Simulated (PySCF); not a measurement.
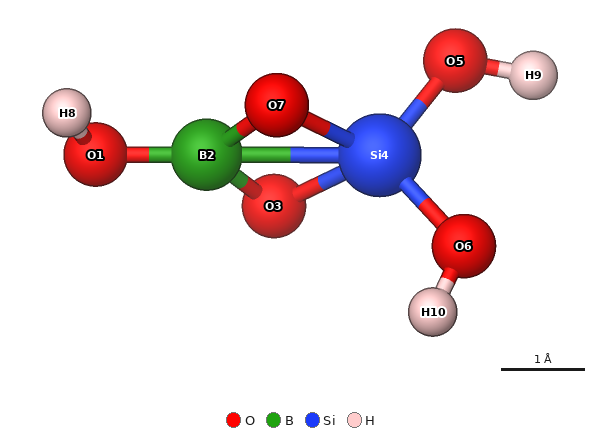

Figure 1. The structure as given in the input (ball-and-stick view, seen at a tilt; atoms are numbered from 1 in the order of the input). Bond lengths as drawn: B–O 1.34 to 1.40 Å, B–Si 2.10 Å, H–O 0.96 Å and O–Si 1.63 to 1.69 Å.

# BSiH3O5: excited-state calculation

System: BSiH3O5.
Method: TDDFT CAM-B3LYP/def2-SVPD, vertical, gas phase, core orbitals frozen in the response (PySCF 2.14.0).

The geometry comes from this level: PBE0-D3(BJ)/def2-SVP.

## Log
```
coarse grid: 10000 points
cycle   1  E = -691.6712202206  dE =  1.446e+00  |g| = 1.291e+00  |ddm| = 6.147e+00
cycle   2  E = -691.5655918875  dE =  1.056e-01  |g| = 1.540e+00  |ddm| = 4.126e+00
cycle   3  E = -691.9832225415  dE = -4.176e-01  |g| = 4.875e-02  |ddm| = 1.818e+00
cycle   4  E = -691.9836023388  dE = -3.798e-04  |g| = 2.689e-02  |ddm| = 9.782e-02
cycle   5  E = -691.9837087614  dE = -1.064e-04  |g| = 1.264e-02  |ddm| = 3.993e-02
cycle   6  E = -691.9837377835  dE = -2.902e-05  |g| = 1.714e-03  |ddm| = 1.541e-02
cycle   7  E = -691.9837381760  dE = -3.925e-07  |g| = 1.181e-03  |ddm| = 3.064e-03
final grid: 95296 points
cycle   8  E = -692.1099444679  dE = -3.308e-05  |g| = 2.645e-03  |ddm| = 5.147e-02
cycle   9  E = -692.1099442401  dE =  2.278e-07  |g| = 3.105e-03  |ddm| = 7.155e-03
cycle  10  E = -692.1099459108  dE = -1.671e-06  |g| = 3.656e-04  |ddm| = 3.209e-03
cycle  11  E = -692.1099459305  dE = -1.970e-08  |g| = 2.351e-04  |ddm| = 9.391e-04
cycle  12  E = -692.1099459406  dE = -1.003e-08  |g| = 5.422e-05  |ddm| = 2.916e-04
cycle  13  E = -692.1099459412  dE = -6.032e-10  |g| = 1.002e-05  |ddm| = 1.210e-04
```

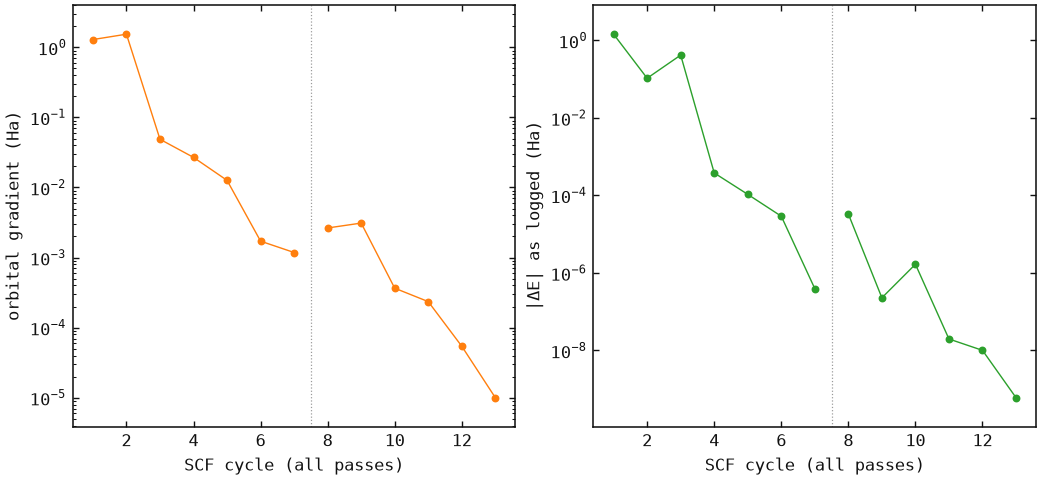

Figure 2. Convergence of the self-consistent field: orbital gradient and size of the energy change against the SCF cycle. The dotted line marks the change from a coarse to the final integration grid. The first 7 cycles use a coarse grid, the final grid takes over at cycle 8, and the field converges after 13 cycles in all.

```
converged SCF energy = -692.1099459412

Static polarisability (au): isotropic 48.403, principal 42.890 44.138 58.180

Singlet excitations
state   eV       nm        f      main configurations
  1   7.7395    160.2   0.00012   H->L 0.90
  2   8.2254    150.7   0.05100   H-1->L 0.92
  3   8.4860    146.1   0.00471   H-2->L 0.66, H-2->L+1 0.21
  4   8.6228    143.8   0.00247   H-4->L 0.39, H->L+1 0.24, H-3->L 0.16
  5   8.7682    141.4   0.02028   H-3->L 0.30, H-4->L 0.21, H->L+2 0.15
  6   9.1498    135.5   0.05826   H-5->L 0.36, H-2->L+1 0.26

Triplet excitations (Tamm-Dancoff, eV): 7.5206 8.0187
Vertical ionisation energy (delta-SCF) = 11.7964 eV
```

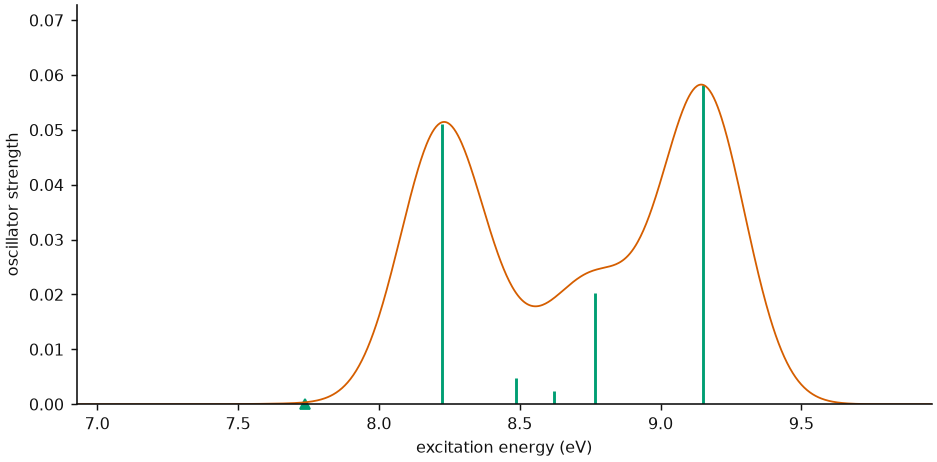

Figure 3. Computed excitations as sticks (degenerate states added up, dark ones marked on the axis), with a Gaussian envelope of 0.35 eV full width at half maximum, scaled to the tallest. Of the 6 states the lowest lies at 7.74 eV (f = 0.000); the strongest line is at 9.15 eV, or 136 nm (f = 0.058).

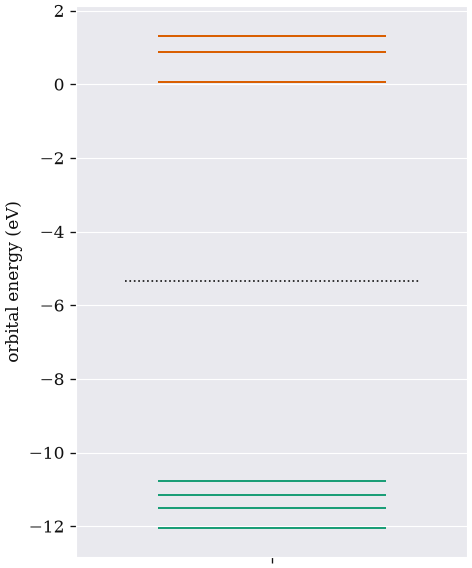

Figure 4. Orbital energies near the frontier; the dotted line parts filled from empty levels, and levels within 0.02 eV of each other stand side by side. Highest filled −10.78 eV, lowest empty 0.07 eV, 10.85 eV apart.

This output came from the following input.

## Input
```
{"job": {"kind": "uv", "xc": "CAM-B3LYP", "basis": "def2-SVPD", "nstates": 6, "ntriplets": 2, "ip": true}, "charge": 0, "multiplicity": 1}
O      2.473613    -0.478377     0.759503
B      1.205711    -0.218497     0.399476
O      0.061876    -0.791877     0.953506
Si    -0.780716     0.180239    -0.140806
O     -1.685339     1.376801     0.489047
O     -1.709981    -0.599977    -1.237508
O      0.772340     0.658627    -0.605396
H      3.098970     0.044671     0.247011
H     -2.619723     1.378282     0.263145
H     -1.357837    -1.396872    -1.644180
```

The first line tells a small driver script what to run in PySCF; the rest is the geometry in Å.

Launch command:
```bash
OMP_NUM_THREADS=1 python <driver script> task.json out
```

## Summary

```tsv
quantity	value
outcome	converged
total energy	−692.109946 hartree
HOMO	−10.78 eV
LUMO	0.07 eV
dipole moment	2.26 D
mean polarisability	48.40 a.u.
vertical ionisation energy	11.80 eV
lowest singlet excitation	7.74 eV
hardware	1 CPU thread, shared host
wall time	3.2 min
peak memory	0.93 GiB
```
